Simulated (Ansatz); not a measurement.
**Al2Pt (111): surface energy and levels, part 1 of 3**

Aim: for Al2Pt, compute energy, relaxation and work function or band edges of the (111) face.

Program: Ansatz 0.2.0. Level of theory: DFT PBE, scalar-relativistic, plane waves, PAW. These are calculated values, not measurements.

2 further runs of the same task are left out: 2 set aside as unsound or not needed.

## Step 1: Starting point

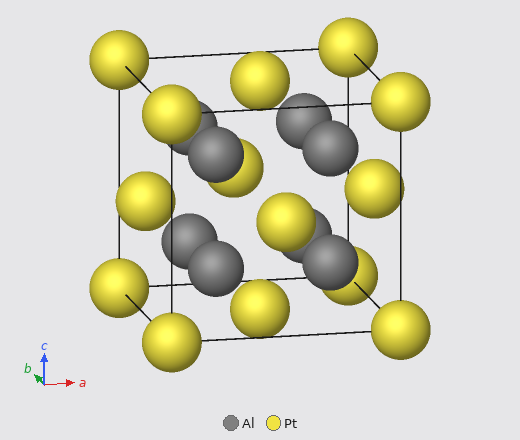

The starting structure, seen slightly off an axis (aluminium grey, platinum yellow). Atoms on the faces are drawn again on the opposite ones. The cell drawn here is the conventional one.

As a file:

```
CELL_PARAMETERS angstrom
0.00000 2.97320 2.97320
2.97320 0.00000 2.97320
2.97320 2.97320 0.00000
ATOMIC_POSITIONS crystal
Al 0.25000 0.25000 0.25000
Al 0.75000 0.75000 0.75000
Pt 0.00000 0.00000 0.00000
```

It is the result of an earlier relaxation at this level (volume 17.52 Å³/atom; gap on the mesh: none (metal)).

## Step 2: Bulk reference on the slab's mesh

input.yaml

```yaml
crystal:
  lattice:
    - [4.2047455503, 0.0, 0.0]
    - [-2.1023727751, 3.641416463, 0.0]
    - [2.1023727751, 1.2138054877, 3.4331603655]
  atoms:
    - { symbol: Al, position: [0.5, 0.75, 0.75] }
    - { symbol: Al, position: [0.5, 0.25, 0.25] }
    - { symbol: Pt, position: [0.0, 0.0, 0.0] }
basis:
  ecutwfc: 420
kpoints:
  mp_grid: { grid: [9, 9, 10] }
hamiltonian:
  xc: pbe
scf:
  occupations: { method: gaussian, width: 0.1 }
output:
  forces: true
  stress: true
  eigenvalues: true
```

Started as:

```sh
ansatz run input.yaml --threads 2 --pin off --max-ram 4096MiB --backend cpu --events-out ev --progress --plain --runs-dir out
```

The program printed, cut to the lines that bear on the results:

```text
[...]
SCF converged after 6 iterations
Free energy (F): -13600.681378 eV
[...]
E sigma→0 (E₀):  -13600.679283 eV
Entropy (-TS):   -0.004191 eV (-1.397 meV/atom)
Fermi energy:    11.143096 eV
[...]
--- Forces (eV/Å), atoms counted from 1 ---
  atom   1  Al     0.00888712     0.00513098    -0.01380292
  atom   2  Al    -0.00888712    -0.00513098     0.01380292
  atom   3  Pt     0.00000000    -0.00000000     0.00000000
[...]
--- Stress (GPa, compression-positive) ---
       -0.088218       0.025723       0.068980
        0.025723      -0.117921       0.039826
        0.068979       0.039825       0.068446
  P = ⅓ Tr σ = -0.0459 GPa (-0.459 kbar)
--- Band table (eV; the first three rows and the last of 230) ---
  k-point 0: bands = ["-87.7006", "-41.9312", "-41.9310", "-41.9278", "1.0229", "6.1568", "6.1583", "6.1595", "7.4906", "7.4916", "13.9400", "14.9145", "14.9154", "14.9170", "16.4261", "16.4263"]
[...]
```

It took 3.4 s on 2 threads of Arm Neoverse V2, shared host; peak memory 0.44 GiB.

The bulk reference has the slab's in-plane cell, mesh and smearing. Its energy with the smearing taken to zero: -4533.5598 eV/atom.

## Step 3: The (111) slab

Miller indices refer to the conventional cell of the relaxed bulk, Fm-3m (No. 225): a = 5.946 Å, b = 5.946 Å, c = 5.946 Å, α = 90.00°, β = 90.00°, γ = 90.00°.

The slab is a (111) slab, 8.6 Å thick as cut, with 15 Å of vacuum; its outer planes are Al (top) and Al (bottom).

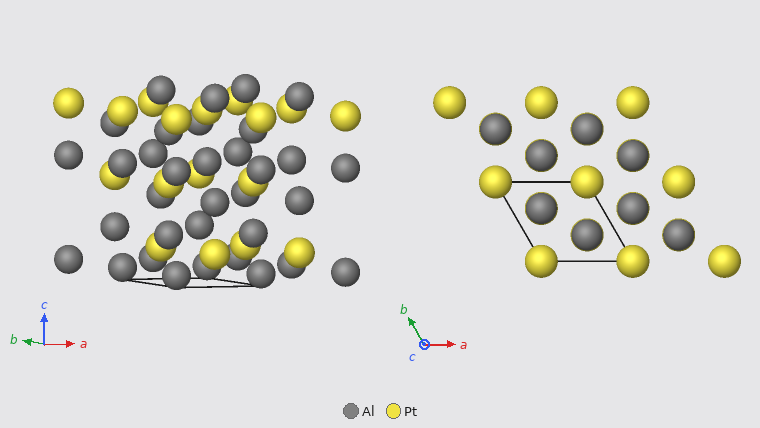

The slab as cut, seen from the side (left, normal up) and from above (right); aluminium grey, platinum yellow. 2×2 surface cells are drawn, with atoms on the cell's edges repeated; the outline under the slab is one cell, and the vacuum is left out.

## Step 4: Single point on the unrelaxed (111) slab

The cell repeats along c, and a dipole correction in the vacuum removes the field between the copies.

input.yaml

```yaml
crystal:
  lattice:
    - [4.2047455503, 0.0, 0.0]
    - [-2.1023727751, 3.641416463, 0.0]
    - [0.0, 0.0, 23.5829009136]
  atoms:
    - { symbol: Al, position: [0.0, 0.0, 0.3180270327] }
    - { symbol: Pt, position: [0.6666666667, 0.3333333333, 0.3544216262] }
    - { symbol: Al, position: [0.3333333333, 0.6666666667, 0.3908162196] }
    - { symbol: Al, position: [0.6666666667, 0.3333333333, 0.4636054065] }
    - { symbol: Pt, position: [0.3333333333, 0.6666666667, 0.5] }
    - { symbol: Al, position: [0.0, 0.0, 0.5363945935] }
    - { symbol: Al, position: [0.3333333333, 0.6666666667, 0.6091837804] }
    - { symbol: Pt, position: [0.0, 0.0, 0.6455783738] }
    - { symbol: Al, position: [0.6666666667, 0.3333333333, 0.6819729673] }
basis:
  ecutwfc: 420
kpoints:
  mp_grid: { grid: [9, 9, 1] }
hamiltonian:
  xc: pbe
scf:
  occupations: { method: gaussian, width: 0.1 }
output:
  forces: true
  stress: true
  eigenvalues: true
  write_density: true
  write_potential: true
  elf: true
  volumetric_format: npy
efield:
  axis: 3
  dipole_correction: true
  ramp_width: 0.04
```

Started as:

```sh
ansatz run input.yaml --threads 2 --pin off --max-ram 4096MiB --backend cpu --events-out ev --progress --plain --runs-dir out
```

The program printed:

```text
Warning: RAYON_NUM_THREADS=2 ignored (pool sized by the plan → 2); use --threads N
Engine: ansatz 0.2.0, aarch64-unknown-linux-gnu
Pseudopotentials: kind: paw
Pseudopotential: Al, paw, valence charge 3, recommended cutoff 420 eV (normal), Al.paw.azcp
Pseudopotential: Pt, paw, valence charge 18, recommended cutoff 420 eV (normal), Pt.paw.azcp
Functional definition: PBE
  parameter kappa = 0.804
  parameter beta = 0.06672455060314922
  exchange = pbe_x(kappa = kappa, mu = beta*pi^2/3)
  correlation = pbe_c(beta = beta)
Crystal: 9 atoms, lattice volume = 361.083 Å³
Basis set: ecut = 420 eV, 6949 PW (Γ), exchange–correlation on 60×60×320 points (8 copies of the dense FFT grid, shifted against one another)
Bands: 45, of which v1, the nominal top of the filled ones, is band 36 counted from 1 (35 counted from 0)
Symmetry: 6 space group operations
k-points: 12 of 81 (time reversal used)
Non-local potential: Al, projectors of the file, l = 0: 2, l = 1: 2, l = 2: 1
Non-local potential: Pt, projectors of the file, l = 0: 3, l = 1: 2, l = 2: 2, l = 3: 1
PAW form: soft (Blöchl's): semilocal exchange-correlation on the pseudo side does not see the compensation charge
PAW one-centre angular grid: Al, 110 points (default); XC on 64 Gauss nodes
PAW one-centre angular grid: Pt, 590 points (default); XC on 64 Gauss nodes
Initial density: superposition of atomic densities (neutral atoms: chi_scale 0, normalization atom), corrected by the library's trained network
Initial wavefunctions: pseudopotential atomic-orbital guess
Functional: x = pbe(κ = 0.804, μ = 0.2195149727645171), c = pbe(β = 0.06672455060314922)
SCF iter   1: F=—  HF=-40799.680037 eV  |F-HF|=—  |Δ(HF+E_count)|=         —  Δρ=2.41e-3  dr2=3.96e-2  ethr=1.77e-3  p=-0.000 e·Å  D=-1.97e-14 V/Å  ΔV_dip=0.00 eV  dr2_dipole=2.08e-10  V_vac-E_F(+/−)=4.08/4.08 eV  ⟨swp⟩=10.8  Hψ=2747  notcnv=0
efield: sawtooth ramp at fractional position 0.9800 (placed from the atoms, in the widest stretch of the axis that holds none; the zero of the levels goes with the place), width 0.0400; the density the first Hamiltonian is built on has a dipole p = -0.000 e·Å; the dipole correction subtracts the counter field D = -1.97e-14 V/Å, which shifts the + side's vacuum level by +0.00 eV against the − side's; the planar-averaged density in the ramp window peaks in size at 4.2e-5 e/Å³
preconditioner: auto → LDOS  [metal: Δε(μ)=0.109 eV  Ē_g=6.636 eV  σ=0.100 eV  W_gap=0.45  n_scr=68 (ndim 8)  ℏωp=13.5 eV  f_vac=0.490  D(μ)=1.96/eV (n_scr^D=6)  β→1.0]
SCF iter   2: F=—  HF=-40799.690765 eV  |F-HF|=—  |Δ(HF+E_count)|=   1.07e-2  Δρ=2.88e-3  dr2=5.00e-2  ethr=5.50e-5  p=-0.000 e·Å  D=-8.29e-6 V/Å  ΔV_dip=0.00 eV  dr2_dipole=4.94e-8  V_vac-E_F(+/−)=4.06/4.06 eV  ⟨swp⟩=2.3  Hψ=1135  notcnv=0  defer=29
SCF iter   3: F=—  HF=-40799.682190 eV  |F-HF|=—  |Δ(HF+E_count)|=   8.57e-3  Δρ=1.02e-3  dr2=6.03e-3  ethr=5.50e-5  p=0.000 e·Å  D=4.72e-6 V/Å  ΔV_dip=-0.00 eV  dr2_dipole=1.85e-8  V_vac-E_F(+/−)=4.01/4.01 eV  ⟨swp⟩=2.2  Hψ=831  notcnv=0  defer=29
SCF iter   4: F=—  HF=-40799.681111 eV  |F-HF|=—  |Δ(HF+E_count)|=   1.08e-3  Δρ=1.11e-4  dr2=7.73e-5  ethr=8.38e-6  p=0.000 e·Å  D=1.21e-6 V/Å  ΔV_dip=-0.00 eV  dr2_dipole=1.57e-10  V_vac-E_F(+/−)=4.02/4.02 eV  ⟨swp⟩=2.4  Hψ=839  notcnv=0  defer=29
SCF iter   5: F=—  HF=-40799.680668 eV  |F-HF|=—  |Δ(HF+E_count)|=   4.43e-4  Δρ=4.18e-5  dr2=1.77e-5  ethr=1.07e-7  p=0.000 e·Å  D=4.82e-7 V/Å  ΔV_dip=-0.00 eV  dr2_dipole=2.23e-12  V_vac-E_F(+/−)=4.02/4.02 eV  ⟨swp⟩=2.5  Hψ=1039  notcnv=0  defer=29
SCF iter   6: F=—  HF=-40799.680666 eV  |F-HF|=—  |Δ(HF+E_count)|=   1.34e-6  Δρ=8.31e-6  dr2=2.41e-7  ethr=2.46e-8  p=0.000 e·Å  D=2.33e-7 V/Å  ΔV_dip=-0.00 eV  dr2_dipole=1.41e-13  V_vac-E_F(+/−)=4.02/4.02 eV  ⟨swp⟩=2.0  Hψ=750  notcnv=0  defer=28
SCF iter   7: F=-40799.680667 eV  HF=-40799.680667 eV  |F-HF|=6.46e-8  |Δ(HF+E_count)|=   3.80e-7  Δρ=2.19e-6  dr2=1.67e-8  ethr=1.39e-10  p=0.000 e·Å  D=6.12e-8 V/Å  ΔV_dip=-0.00 eV  dr2_dipole=1.75e-12  V_vac-E_F(+/−)=4.02/4.02 eV  ⟨swp⟩=22.6  Hψ=4809  notcnv=0
SCF 1 converged in 7 iterations: F = -40799.680667 eV  dr2 = 1.67e-8
WARN: The output density's exchange-correlation potential varies sharply where the density is thin. Do not read a vacuum level from v_tot or v_xc, or from such a field of the output density. On a cell that repeats whose density bears no net charge and no dipole along the vacuum's axis use v_es (v_loc + v_h of the components); under efield.dipole_correction with no amplitude use v_es + v_field, which holds any external_charges[].barrier, or the levels of the report's work_function block, which leave it out; under a non-zero efield.amplitude the vacuum is tilted and has no level; on a cell that repeats and bears such a dipole with no correction it is tilted too, and efield.dipole_correction with no amplitude gives each side of its ramp a level where efield: is served; in a cell that repeats whose density bears a net charge (total_charge, or a fill off its count) it is curved and has none; of a slab under crystal.periodic whose density bears no net charge use v_es, which has a level on each side, short of where the two are joined; of another it falls or rises all the way out and has none; of a slab beside external_charges read slab_vacuum_level instead, which it has where they leave it neutral. The grid or the basis barely resolves most such structure, and the values can differ between equally converged runs; as a rule a tighter scf.convergence.dr2_threshold does not remove it. Where the density itself ripples (under the LDA too) a higher basis.ecutwfc lessens it. The files hold the spikes' plane waves up to the density's cutoff. Files: v_tot_of_output_density and the like, and their columns of v_z.tsv (output.write_potential); v_xc_of_output_density and the like, and their columns of v_comp_z.tsv (output.write_potential_components). Measured: with its Gaussian average of σ = 0.25 Å subtracted twice, the exchange-correlation potential is over 0.1 eV at 76 of the grid points where the equally averaged density (valence and model cores) is under 1e-3 e/Å³, and 0.353 eV at the most among them, at an averaged density of 2.4e-8 e/Å³. The input density's (outcome.potential() and, of a run that writes arrays, v_tot and v_xc) is over 0.1 eV, so measured, at 27 points of its own thin density, 0.132 eV at the most. See output.write_potential in the manual, Limitations
SCF converged after 7 iterations
Free energy (F): -40799.680667 eV
Harris-Foulkes:  -40799.680667 eV  (|F-HF|=6.46e-8)
Internal energy: -40799.670191 eV  (E = F + TS)
E sigma→0 (E₀):  -40799.675429 eV
Entropy (-TS):   -0.010476 eV (-1.164 meV/atom)
Fermi energy:    2.647495 eV
Dipole field:    D = -0.000001 V/Å  (p = -0.000003 e·Å, saw-weighted, corrected)
Work function:   Φ+ = 4.0227 eV   Φ− = 4.0227 eV
Levels:          The Fermi level and band energies are counted from a zero that moves with the ramp; work functions are not
--- Per-component energies (eV) ---
  E_band       = -1550.361337
  E_kinetic    = 2049.674801
  E_local      = -48401.724181  (includes V_loc(G=0)·N_el)
  E_nonlocal   = 654.069600
  E_hartree    = 23060.180607
  E_xc         = -1024.254135
  E_vxc        = -1082.705381  (∫ρ·V_xc dr)
  E_paw        = -31165.686804  (= ΣΔE_a)
  E_vpaw       = -890.030462  (= ΣTr[D̂ρ^β])
  E_aug_tail   = 0.000573  (compensation charges beyond the density's cutoff)
  E_efield     = 0.000000  (sawtooth field / dipole correction)
  E_vefield    = 0.000000  (∫n·V_field dr)
  E_ewald      = 14028.069348
  E_smearing   = -0.010476  (= −TS)
  E_closure    = -0.000000  (closes the sum)
  Σ components = -40799.680667   (vs F -40799.680667, Δ=0.00e0)
--- Forces (eV/Å), atoms counted from 1 ---
  atom   1  Al     0.00000000    -0.00000000     0.73743250
  atom   2  Pt    -0.00000000     0.00000000    -0.19927957
  atom   3  Al    -0.00000000     0.00000000    -0.20393237
  atom   4  Al     0.00000000     0.00000000    -0.15467007
  atom   5  Pt     0.00000000     0.00000000    -0.00000003
  atom   6  Al    -0.00000000     0.00000000     0.15467027
  atom   7  Al     0.00000000     0.00000000     0.20393264
  atom   8  Pt     0.00000000    -0.00000000     0.19927993
  atom   9  Al    -0.00000000     0.00000000    -0.73743260
  max |Σ_I F_I| component: 7.01e-7 eV/Å
--- Stress (GPa, compression-positive) ---
       -1.047918      -0.000000       0.000000
       -0.000000      -1.047918      -0.000000
        0.000000      -0.000000      -1.617529
  P = ⅓ Tr σ = -1.2378 GPa (-12.378 kbar)
--- Band table (eV; the first three rows and the last of 12) ---
  k-point 0: bands = ["-96.2361", "-96.0511", "-96.0511", "-50.4720", "-50.4674", "-50.4674", "-50.2992", "-50.2992", "-50.2992", "-50.2992", "-50.2202", "-50.2202", "-7.2050", "-6.3496", "-5.4767", "-2.9727", "-2.5846", "-2.2562", "-2.2562", "-1.9917", "-1.9917", "-1.9757", "-1.9757", "-1.0282", "-1.0282", "-0.9985", "-0.7678", "-0.7253", "-0.7253", "-0.6365", "-0.6365", "0.5983", "2.8581", "4.1137", "4.1137", "5.2771", "5.2771", "5.3361", "5.8011", "6.1859", "6.1859", "6.2844", "6.4274", "6.4958", "6.7359"]
  k-point 1: bands = ["-96.2361", "-96.0511", "-96.0511", "-50.4719", "-50.4676", "-50.4675", "-50.2995", "-50.2995", "-50.2993", "-50.2993", "-50.2202", "-50.2202", "-7.0558", "-6.1988", "-5.3179", "-2.9884", "-2.6164", "-2.3369", "-2.1963", "-2.0328", "-2.0016", "-1.9179", "-1.8861", "-1.1399", "-1.0607", "-1.0000", "-0.9222", "-0.7163", "-0.6760", "-0.6338", "-0.3702", "0.6654", "2.7961", "3.2265", "3.7338", "4.1453", "4.8098", "5.0111", "5.3859", "5.7936", "5.9157", "6.2061", "6.3489", "6.6249", "6.8773"]
  k-point 2: bands = ["-96.2361", "-96.0511", "-96.0511", "-50.4719", "-50.4682", "-50.4676", "-50.3000", "-50.3000", "-50.2994", "-50.2994", "-50.2202", "-50.2202", "-6.6184", "-5.7595", "-4.8566", "-3.0396", "-2.7559", "-2.5637", "-2.1007", "-2.0499", "-1.9641", "-1.7171", "-1.6444", "-1.3882", "-1.1100", "-1.0939", "-0.9101", "-0.7128", "-0.7080", "-0.6064", "0.0090", "0.8086", "1.6275", "2.3072", "2.8750", "2.9513", "3.3377", "3.9369", "4.8442", "5.2768", "5.7117", "6.0040", "6.5024", "6.8150", "6.9826"]
  k-point 11: bands = ["-96.2361", "-96.0511", "-96.0511", "-50.4718", "-50.4687", "-50.4687", "-50.3005", "-50.3005", "-50.3005", "-50.3005", "-50.2200", "-50.2200", "-4.1921", "-3.7798", "-3.7798", "-3.2399", "-2.9344", "-2.9344", "-2.2545", "-2.2545", "-1.9574", "-1.7921", "-1.7921", "-1.4936", "-1.2931", "-1.1135", "-1.1135", "-0.9616", "-0.7667", "-0.7667", "-0.0842", "0.1462", "0.1462", "0.5603", "0.5603", "0.6554", "2.4136", "3.1078", "3.1078", "4.0665", "4.0665", "6.4052", "6.8742", "6.8742", "7.1544"]
```

Run time: 11 s. Hardware: 2 threads of Arm Neoverse V2, shared host; peak memory 0.58 GiB.

Read from this run: work function 4.02 eV.

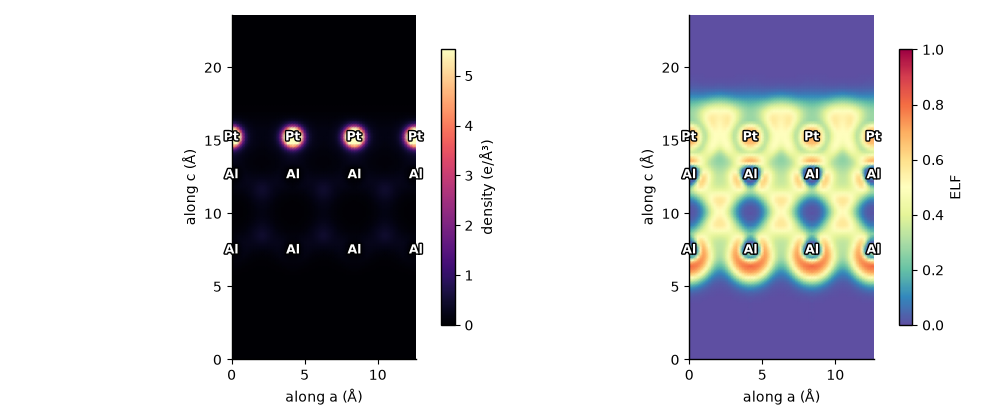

Density (left) and ELF (right) in a lattice plane of the grid's cell (edges 4.20 and 23.58 Å, at 0.000 of the third edge), which holds Al and Pt. Only atoms in the plane are labelled; the density scale stops at 5.53 e/Å³. Both are smooth fields of the valence electrons: close to the nuclei they are not physical.

Maxima of ELF outside the ion cores: 0.81 beside Al, off the lines to its neighbours, 1.1 Å from Al; 0.70 on the Al–Pt line, 0.9 Å from Al.

(Continued in part 2 of 3.)
